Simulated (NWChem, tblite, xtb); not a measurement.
## C2H6FGa (SMILES [CH3][Ga]([CH3])[F]): methods side by side

C2H6FGa has 10 atoms, charge 0, and is taken as a singlet. SMILES: `[CH3][Ga]([CH3])[F]`. The coordinates come from a PBE0-D4/def2-TZVP relaxation.

```xyz
10

C    -0.8335    1.3749   -0.8219
Ga   -0.0506   -0.3616   -0.3849
C     0.8939   -1.0672    1.1737
F    -0.2285   -1.5518   -1.6880
H    -1.5259    1.6978   -0.0413
H    -0.0518    2.1346   -0.9007
H    -1.3655    1.3200   -1.7717
H     1.0890   -2.1319    1.0459
H     1.8466   -0.5487    1.3077
H     0.3092   -0.9170    2.0840
```

Each level gives the dipole moment (D). The values are calculated.

```csv
level,kind,program,value (D),CPU time
GFN1-xTB,semi-empirical,tblite,3.63,under 2 s
GFN2-xTB,semi-empirical,tblite,3.87,under 2 s
GFN0-xTB,semi-empirical,xtb,3.59,under 2 s
IPEA1-xTB,semi-empirical,tblite,3.88,under 2 s
HF/STO-3G,Hartree–Fock,NWChem,1.15,5.5 s
HF/3-21G,Hartree–Fock,NWChem,2.89,4.3 s
HF/def2-SVP,Hartree–Fock,NWChem,3.04,15 s
PBE/6-311G**,GGA,NWChem,2.71,39 s
B3LYP/6-31G* (spherical functions),global hybrid,NWChem,2.71,35 s
B3LYP/6-31G* (Cartesian functions),global hybrid,NWChem,2.68,22 s
```

All-electron rows without a relativistic Hamiltonian named are non-relativistic. The values span 1.15 to 3.88 D. Sets without polarisation functions give poor dipoles. Without the sets that lack polarisation functions the rows with a basis span only 2.68 to 3.04 D. CPU times are rough (shared hosts, several kinds of processor): they show what a rung costs within a factor of a few.

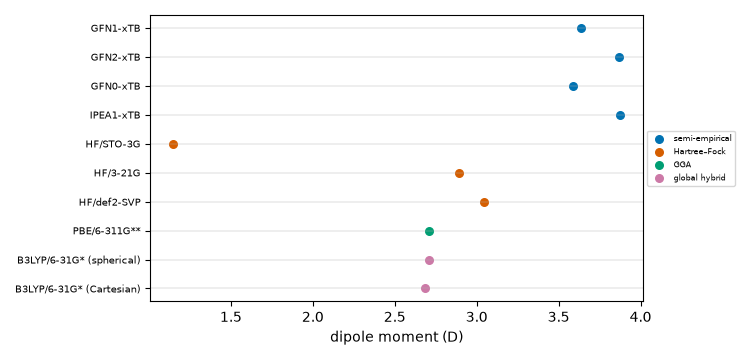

The values of the table, level by level.
